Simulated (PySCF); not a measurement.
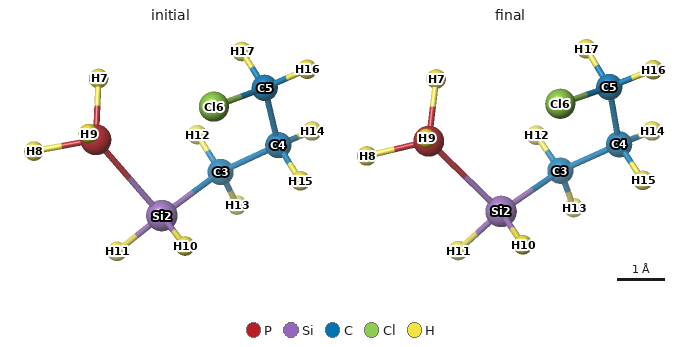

The structure of C$_{3}$H$_{11}$ClPSi (charge +1) before (left) and after (right) a relaxation, at one scale.

Style: ball-and-stick. Shown at a tilt.

The start comes from GFN2-xTB.

Computed with PBE0-D3(BJ)/def2-SVP geometry optimisation, gas phase (PySCF 2.14.0, density-fitted response routines). 

Q: Summarise the run.

A: The largest move after the best rigid fit is that of an H atom, 0.20 Å. Largest moves by element: H 0.20 Å, Cl 0.17 Å, P 0.16 Å, C 0.10 Å, Si 0.09 Å. Near-neighbour distances that change, for instance: Cl–P 2.780 → 3.096 Å, Cl–Si 3.159 → 3.227 Å, H–P 1.374 → 1.410 Å, C–Si 1.909 → 1.876 Å. Bond angles that change, for instance: Si–P–H 121.9° → 115.1°, Si–P–H 121.3° → 115.2°, H–P–H 97.9° → 103.8°. After 8 geometry steps the energy has fallen by 6.23 kcal/mol. Largest force component: 1 eV/Å at the start, 0.017 eV/Å at the end. The run took roughly 2.4 core-minutes on a shared host.
